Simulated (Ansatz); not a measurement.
Input file:

```
crystal:
  periodic: [false, false, false]
  atoms:
    - {symbol: O, position_ang: [-1.367204, -1.102141, 0.124714]}
    - {symbol: Mo, position_ang: [-0.282566, 0.166253, 0.112672]}
    - {symbol: O, position_ang: [1.137619, -0.208364, 1.263446]}
    - {symbol: O, position_ang: [0.348232, 0.439227, -1.622009]}
    - {symbol: S, position_ang: [-1.255759, 1.920573, 0.772644]}
    - {symbol: H, position_ang: [1.281572, -1.085691, 1.629234]}
    - {symbol: H, position_ang: [0.199308, -0.197858, -2.326401]}
basis:
  gaussian: {orbitals: def2-TZVPP}
hamiltonian: {xc: pbe0, dispersion: d4}
output: {orbitals: {seedname: orbitals}}
```

Launched as:

```sh
ansatz run in.yaml --threads 4 --pin off --events-out ev --progress --plain --max-ram 10444MiB
```

Geometry: PBE0-D4/def2-TZVP; core potentials replace the inner electrons of Mo.

Method: Ansatz 0.2.0, RKS PBE0-D4/def2-TZVPP.

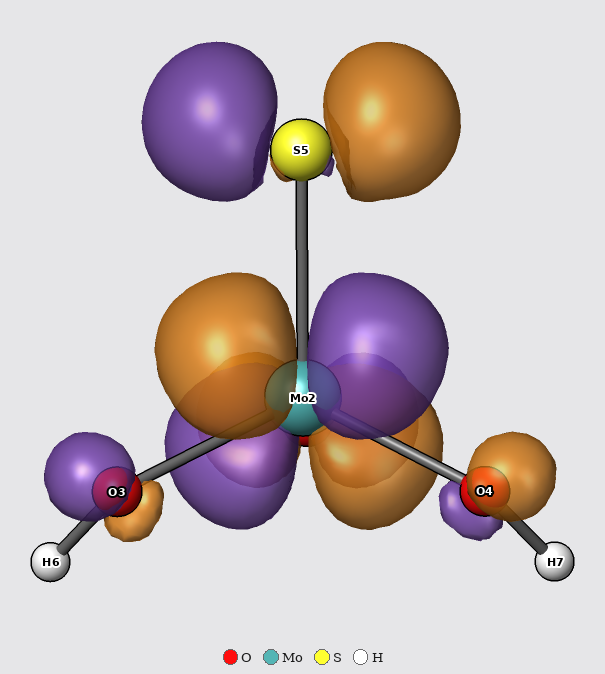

H$_{2}$MoO$_{3}$S (SMILES [O]=[Mo]([OH])([OH])=[S]). The LUMO at ±0.15 Å⁻³ᐟ² (orange and purple are the two phases), seen at a tilt.

Q: Describe this orbital and give its energy.

A: By Hirshfeld shares it lies mainly on Mo2 (about 55 %), S5 (about 25 %) and O1 (about 15 %). Its energy is −2.66 eV.
